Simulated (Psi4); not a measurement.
## Geometry relaxation, with input and output: Cl₂ (part 3 of 4)

Continued. System: Cl₂, SMILES ClCl. Method: B3LYP/cc-pVDZ, RKS (Psi4 1.11). The geometry comes from this level: PBE0-D4/def2-TZVP.

Geometry of the input (Å):
```
Cl 0.8457  -0.2816  0.4336
Cl -0.8457  0.2816  -0.4336
```

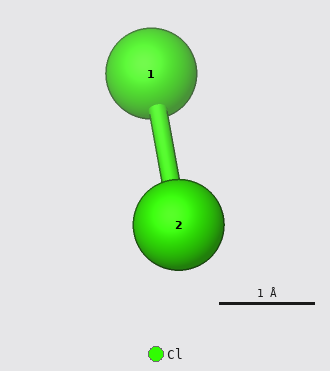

Figure 1. The starting structure (ball-and-stick view, seen at an oblique angle; atoms are numbered from 1 in the order of the input).

**Log, continued**
```
 ------------------------------------------------------------------------------------

	total time  =          3 seconds =       0.05 minutes

         ------------------------------------------------------------
                                   SCF GRAD
         ------------------------------------------------------------

  ==> Geometry <==

    Molecular point group: c1
    Full point group: D_inf_h

    Geometry (in Bohr), charge = 0, multiplicity = 1:

       Center              X                  Y                   Z               Mass
    ------------   -----------------  -----------------  -----------------  -----------------
         CL           1.934666137900    -0.000000000000    -0.000000000000    34.968852682000
         CL          -1.934666137900     0.000000000000     0.000000000000    34.968852682000

  Nuclear repulsion =   74.689889469444793

   => Molecular Quadrature <=

    Radial Scheme          =       TREUTLER
    Pruning Scheme         =           NONE
    Nuclear Scheme         =       TREUTLER

    Blocking Scheme        =         OCTREE
    BS radius alpha        =              1
    Pruning alpha          =              1
    Radial Points          =             99
    Spherical Points       =            590
    Total Points           =         102422
    Total Blocks           =            832
    Max Points             =            255
    Max Functions          =             36
    Weights Tolerance      =       1.00E-15

  -Total Gradient:
     Atom            X                  Y                   Z
    ------   -----------------  -----------------  -----------------
       1       -0.000202481679    -0.000000000000     0.000000000000
       2        0.000202481679     0.000000000000     0.000000000000

	total time  =          5 seconds =       0.08 minutes

    			-----------------------------------------

    			 OPTKING 3.0: for geometry optimizations

    			        with contributions from

    			-----------------------------------------

	                            ===> Fragment 1 <==

	 Z (Atomic Numbers)          Masses                          Geom
	      17.000000            34.968853          1.93466614 -0.00000000 -0.00000000
	      17.000000            34.968853         -1.93466614  0.00000000  0.00000000

	 - Coordinate -           - BOHR/RAD -       - ANG/DEG -
	 R(1,2)           =         3.869332           2.047562

	        --- Internal Coordinate Step in ANG or DEG, aJ/ANG or AJ/DEG ---
	-------------------------------------------------------------------------------
	           Coordinate      Previous         Force          Change          New
	           ----------      --------        ------          ------        ------
	               R(1,2)       2.04756        0.00167        0.00050       2.04807
	-------------------------------------------------------------------------------

	                                 ==> Convergence Check <==

	Measures of convergence in internal coordinates in au.

	Criteria marked as inactive (o), active & met (*), and active & unmet ( ).

	----------------------------------------------------------------------------------------------
	   Step    Total Energy     Delta E     Max Force     RMS Force      Max Disp      RMS Disp
	----------------------------------------------------------------------------------------------
	  Convergence Criteria              o    1.50e-05 *    1.00e-05 *    6.00e-05 *    4.00e-05 *
	----------------------------------------------------------------------------------------------
	     4    -920.39675788   -5.20e-06 o    2.02e-04      2.02e-04      9.51e-04      9.51e-04    ~
	----------------------------------------------------------------------------------------------

Next Geometry in Ang
	Fragment 1 (Ang)

	   Cl   1.0240328065  -0.0000000000  -0.0000000000
	   Cl  -1.0240328065   0.0000000000   0.0000000000

    Structure for next step:
    Molecular point group: c1
    Full point group: D_inf_h

    Geometry (in Bohr), charge = 0, multiplicity = 1:

    CL           1.935141547689    -0.000000000000    -0.000000000000
    CL          -1.935141547689     0.000000000000     0.000000000000

gradient() will perform analytic gradient computation.

  ==> Geometry <==

    Molecular point group: c1
    Full point group: D_inf_h

    Geometry (in Bohr), charge = 0, multiplicity = 1:

       Center              X                  Y                   Z               Mass
    ------------   -----------------  -----------------  -----------------  -----------------
         CL           1.935141547689    -0.000000000000    -0.000000000000    34.968852682000
         CL          -1.935141547689     0.000000000000     0.000000000000    34.968852682000

  Running in c1 symmetry.

  Rotational constants: A = ************  B =      0.22986  C =      0.22986 [cm^-1]
  Rotational constants: A = ************  B =   6890.93383  C =   6890.93383 [MHz]
  Nuclear repulsion =   74.671540266692418

  Charge       = 0
  Multiplicity = 1
  Electrons    = 34
  Nalpha       = 17
  Nbeta        = 17

   => Molecular Quadrature <=

    Radial Scheme          =       TREUTLER
    Pruning Scheme         =           NONE
    Nuclear Scheme         =       TREUTLER

    Blocking Scheme        =         OCTREE
    BS radius alpha        =              1
    Pruning alpha          =              1
    Radial Points          =             99
    Spherical Points       =            590
    Total Points           =         102422
    Total Blocks           =            830
    Max Points             =            255
    Max Functions          =             36
    Weights Tolerance      =       1.00E-15

  ==> DiskJK: Disk-Based J/K Matrices <==

    J tasked:                  Yes
    K tasked:                  Yes
    wK tasked:                  No
    Memory [MiB]:             1039
    Schwarz Cutoff:          1E-12

  Cached 100.0% of DFT collocation blocks in 0.102 [GiB].

  Minimum eigenvalue in the overlap matrix is 3.5816270190E-02.
  Reciprocal condition number of the overlap matrix is 1.3928667270E-02.
    Using symmetric orthogonalization.

  ==> Iterations <==

                        Total Energy        Delta E     RMS |[F,P]|

   @RKS iter   0:  -920.39659403679286   -9.20397e+02   2.33363e-05
   @RKS iter   1:  -920.39675798015207   -1.63943e-04   4.72814e-06 DIIS
   @RKS iter   2:  -920.39675798311043   -2.95836e-09   4.25652e-06 DIIS
   @RKS iter   3:  -920.39675799575946   -1.26490e-08   2.09109e-07 DIIS
   @RKS iter   4:  -920.39675799578993   -3.04681e-11   1.53332e-08 DIIS
   @RKS iter   5:  -920.39675799578993    0.00000e+00   7.36942e-10 DIIS
  Energy and wave function converged.

  ==> Post-Iterations <==

   Electrons on quadrature grid:
      Ntotal   =   34.0000002316 ; deviation = 2.316e-07

    Final Occupation by Irrep:
              A
    DOCC [    17 ]
    NA   [    17 ]
    NB   [    17 ]

  @RKS Final Energy:  -920.39675799578993

   => Energetics <=

    Nuclear Repulsion Energy =             74.6715402666924177
    One-Electron Energy =               -1418.9491922662950856
    Two-Electron Energy =                 469.3702031629535441
    DFT Exchange-Correlation Energy =     -45.4893091591407099
    Empirical Dispersion Energy =           0.0000000000000000
    VV10 Nonlocal Energy =                  0.0000000000000000
    Total Energy =                       -920.3967579957899261

Computation Completed

Properties will be evaluated at   0.000000,   0.000000,   0.000000 [a0]

Properties computed using the SCF density matrix

 Multipole Moments:

 ------------------------------------------------------------------------------------
     Multipole            Electronic (a.u.)      Nuclear  (a.u.)        Total (a.u.)
 ------------------------------------------------------------------------------------

 L = 1.  Multiply by 2.5417464519 to convert [e a0] to [Debye]
 Dipole X            :         -0.0000000            0.0000000           -0.0000000
 Dipole Y            :          0.0000000            0.0000000            0.0000000
 Dipole Z            :         -0.0000000            0.0000000           -0.0000000
 Magnitude           :                                                    0.0000000

 ------------------------------------------------------------------------------------

	total time  =          3 seconds =       0.05 minutes

         ------------------------------------------------------------
                                   SCF GRAD
         ------------------------------------------------------------

  ==> Geometry <==

    Molecular point group: c1
    Full point group: D_inf_h

    Geometry (in Bohr), charge = 0, multiplicity = 1:

       Center              X                  Y                   Z               Mass
    ------------   -----------------  -----------------  -----------------  -----------------
         CL           1.935141547689    -0.000000000000    -0.000000000000    34.968852682000
         CL          -1.935141547689     0.000000000000     0.000000000000    34.968852682000

  Nuclear repulsion =   74.671540266692418

   => Molecular Quadrature <=

    Radial Scheme          =       TREUTLER
    Pruning Scheme         =           NONE
    Nuclear Scheme         =       TREUTLER

    Blocking Scheme        =         OCTREE
    BS radius alpha        =              1
    Pruning alpha          =              1
    Radial Points          =             99
    Spherical Points       =            590
    Total Points           =         102422
    Total Blocks           =            830
    Max Points             =            255
    Max Functions          =             36
    Weights Tolerance      =       1.00E-15

  -Total Gradient:
     Atom            X                  Y                   Z
    ------   -----------------  -----------------  -----------------
       1       -0.000029671046     0.000000000000     0.000000000000
       2        0.000029671046    -0.000000000000     0.000000000000

	total time  =          5 seconds =       0.08 minutes

    			-----------------------------------------

    			 OPTKING 3.0: for geometry optimizations

    			        with contributions from

    			-----------------------------------------

	                            ===> Fragment 1 <==

	 Z (Atomic Numbers)          Masses                          Geom
	      17.000000            34.968853          1.93514155 -0.00000000 -0.00000000
	      17.000000            34.968853         -1.93514155  0.00000000  0.00000000

	 - Coordinate -           - BOHR/RAD -       - ANG/DEG -
	 R(1,2)           =         3.870283           2.048066

	        --- Internal Coordinate Step in ANG or DEG, aJ/ANG or AJ/DEG ---
	-------------------------------------------------------------------------------
	           Coordinate      Previous         Force          Change          New
	           ----------      --------        ------          ------        ------
	               R(1,2)       2.04807        0.00024        0.00007       2.04814
	-------------------------------------------------------------------------------

	                                 ==> Convergence Check <==

	Measures of convergence in internal coordinates in au.

	Criteria marked as inactive (o), active & met (*), and active & unmet ( ).

	----------------------------------------------------------------------------------------------
	   Step    Total Energy     Delta E     Max Force     RMS Force      Max Disp      RMS Disp
	----------------------------------------------------------------------------------------------
	  Convergence Criteria              o    1.50e-05 *    1.00e-05 *    6.00e-05 *    4.00e-05 *
	----------------------------------------------------------------------------------------------
	     5    -920.39675800   -1.13e-07 o    2.97e-05      2.97e-05      1.39e-04      1.39e-04    ~
	----------------------------------------------------------------------------------------------

Next Geometry in Ang
	Fragment 1 (Ang)

	   Cl   1.0240697131  -0.0000000000  -0.0000000000
	   Cl  -1.0240697131   0.0000000000   0.0000000000

    Structure for next step:
    Molecular point group: c1
    Full point group: D_inf_h

    Geometry (in Bohr), charge = 0, multiplicity = 1:

    CL           1.935211291181    -0.000000000000    -0.000000000000
    CL          -1.935211291181     0.000000000000     0.000000000000

gradient() will perform analytic gradient computation.

  ==> Geometry <==

    Molecular point group: c1
    Full point group: D_inf_h

    Geometry (in Bohr), charge = 0, multiplicity = 1:

       Center              X                  Y                   Z               Mass
    ------------   -----------------  -----------------  -----------------  -----------------
         CL           1.935211291181    -0.000000000000    -0.000000000000    34.968852682000
         CL          -1.935211291181     0.000000000000     0.000000000000    34.968852682000

  Running in c1 symmetry.

  Rotational constants: A = ************  B =      0.22984  C =      0.22984 [cm^-1]
  Rotational constants: A = ************  B =   6890.43716  C =   6890.43716 [MHz]
  Nuclear repulsion =   74.668849163136642

  Charge       = 0
  Multiplicity = 1
  Electrons    = 34
  Nalpha       = 17
  Nbeta        = 17

  ==> DiskJK: Disk-Based J/K Matrices <==

    J tasked:                  Yes
    K tasked:                  Yes
    wK tasked:                  No
    Memory [MiB]:             1039
    Schwarz Cutoff:          1E-12

  Cached 100.0% of DFT collocation blocks in 0.102 [GiB].

  Minimum eigenvalue in the overlap matrix is 3.5820383295E-02.
  Reciprocal condition number of the overlap matrix is 1.3930594144E-02.
    Using symmetric orthogonalization.

  ==> Iterations <==

                        Total Energy        Delta E     RMS |[F,P]|

   @RKS iter   0:  -920.39673394844908   -9.20397e+02   3.42240e-06
   @RKS iter   1:  -920.39675799816030   -2.40497e-05   6.93415e-07 DIIS
   @RKS iter   2:  -920.39675799822464   -6.43468e-11   6.24286e-07 DIIS
   @RKS iter   3:  -920.39675799849624   -2.71598e-10   3.06501e-08 DIIS
   @RKS iter   4:  -920.39675799849726   -1.02318e-12   2.25065e-09 DIIS
  Energy and wave function converged.

  ==> Post-Iterations <==

   Electrons on quadrature grid:
      Ntotal   =   34.0000002317 ; deviation = 2.317e-07

    Orbital Energies [Eh]
    ---------------------

    Doubly Occupied:

       1A   -101.596960     2A   -101.596959     3A     -9.513136
       4A     -9.513082     5A     -7.279663     6A     -7.279560
       7A     -7.263996     8A     -7.263996     9A     -7.263991
      10A     -7.263991    11A     -0.926870    12A     -0.775193
      13A     -0.469388    14A     -0.402690    15A     -0.402690
      16A     -0.310258    17A     -0.310258

    Virtual:

      18A     -0.138672    19A      0.430909    20A      0.468692
      21A      0.495283    22A      0.495283    23A      0.550746
      24A      0.550746    25A      0.556841    26A      0.567716
      27A      0.567716    28A      0.678668    29A      0.678668
      30A      0.717628    31A      0.725035    32A      0.725035
      33A      0.778165    34A      0.879220    35A      0.879220
      36A      1.328628

    Final Occupation by Irrep:
              A
    DOCC [    17 ]
    NA   [    17 ]
    NB   [    17 ]

  @RKS Final Energy:  -920.39675799849726

   => Energetics <=

    Nuclear Repulsion Energy =             74.6688491631366418
    One-Electron Energy =               -1418.9438100551965363
    Two-Electron Energy =                 469.3674914287118440
    DFT Exchange-Correlation Energy =     -45.4892885351492922
    Empirical Dispersion Energy =           0.0000000000000000
    VV10 Nonlocal Energy =                  0.0000000000000000
    Total Energy =                       -920.3967579984972645

Computation Completed

Properties will be evaluated at   0.000000,   0.000000,   0.000000 [a0]

Properties computed using the SCF density matrix

 Multipole Moments:

 ------------------------------------------------------------------------------------
     Multipole            Electronic (a.u.)      Nuclear  (a.u.)        Total (a.u.)
 ------------------------------------------------------------------------------------

 L = 1.  Multiply by 2.5417464519 to convert [e a0] to [Debye]
 Dipole X            :          0.0000000            0.0000000            0.0000000
 Dipole Y            :          0.0000000            0.0000000            0.0000000
 Dipole Z            :         -0.0000000            0.0000000           -0.0000000
 Magnitude           :                                                    0.0000000

 ------------------------------------------------------------------------------------

	total time  =          2 seconds =       0.03 minutes

         ------------------------------------------------------------
                                   SCF GRAD
         ------------------------------------------------------------

  ==> Geometry <==

    Molecular point group: c1
    Full point group: D_inf_h

    Geometry (in Bohr), charge = 0, multiplicity = 1:

       Center              X                  Y                   Z               Mass
    ------------   -----------------  -----------------  -----------------  -----------------
         CL           1.935211291181    -0.000000000000    -0.000000000000    34.968852682000
         CL          -1.935211291181     0.000000000000     0.000000000000    34.968852682000

  Nuclear repulsion =   74.668849163136642

   => Molecular Quadrature <=

    Radial Scheme          =       TREUTLER
    Pruning Scheme         =           NONE
    Nuclear Scheme         =       TREUTLER

    Blocking Scheme        =         OCTREE
    BS radius alpha        =              1
    Pruning alpha          =              1
    Radial Points          =             99
    Spherical Points       =            590
    Total Points           =         102422
    Total Blocks           =            830
    Max Points             =            255
    Max Functions          =             36
    Weights Tolerance      =       1.00E-15

  -Total Gradient:
     Atom            X                  Y                   Z
    ------   -----------------  -----------------  -----------------
       1       -0.000004354675    -0.000000000000    -0.000000000000
       2        0.000004354675     0.000000000000     0.000000000000

	total time  =          5 seconds =       0.08 minutes

    			-----------------------------------------

    			 OPTKING 3.0: for geometry optimizations

    			        with contributions from

    			-----------------------------------------

	                            ===> Fragment 1 <==

	 Z (Atomic Numbers)          Masses                          Geom
	      17.000000            34.968853          1.93521129 -0.00000000 -0.00000000
	      17.000000            34.968853         -1.93521129  0.00000000  0.00000000

	 - Coordinate -           - BOHR/RAD -       - ANG/DEG -
	 R(1,2)           =         3.870423           2.048139

	        --- Internal Coordinate Step in ANG or DEG, aJ/ANG or AJ/DEG ---
	-------------------------------------------------------------------------------
	           Coordinate      Previous         Force          Change          New
	           ----------      --------        ------          ------        ------
	               R(1,2)       2.04814        0.00004        0.00001       2.04815
	-------------------------------------------------------------------------------

	                                 ==> Convergence Check <==

	Measures of convergence in internal coordinates in au.

	Criteria marked as inactive (o), active & met (*), and active & unmet ( ).

	----------------------------------------------------------------------------------------------
	   Step    Total Energy     Delta E     Max Force     RMS Force      Max Disp      RMS Disp
	----------------------------------------------------------------------------------------------
	  Convergence Criteria              o    1.50e-05 *    1.00e-05 *    6.00e-05 *    4.00e-05 *
	----------------------------------------------------------------------------------------------
	     6    -920.39675800   -2.71e-09 o    4.35e-06 *    4.35e-06 *    2.05e-05 *    2.05e-05 *  ~
	----------------------------------------------------------------------------------------------

Next Geometry in Ang
	Fragment 1 (Ang)

	   Cl   1.0240751306  -0.0000000000  -0.0000000000
	   Cl  -1.0240751306   0.0000000000   0.0000000000

    Final optimized geometry and variables:
    Molecular point group: c1
    Full point group: D_inf_h

    Geometry (in Bohr), charge = 0, multiplicity = 1:

    CL           1.935211291181    -0.000000000000    -0.000000000000
    CL          -1.935211291181     0.000000000000     0.000000000000

[set-up sections that repeat, and orbital energies of the middle runs, are left out above]
```

**Standard output**
```
Some dependencies such as QCElemental have not yet finished migration to pydantic v2. If issues are encountered please downgrade pydantic or upgrade QCElemental as appropriate
	Denominators (dg)(dq) or (dq)(dq) are very small.
	Skipping Hessian update for step 5.
Optimizer: Optimization complete!
E = -920.396757998
```
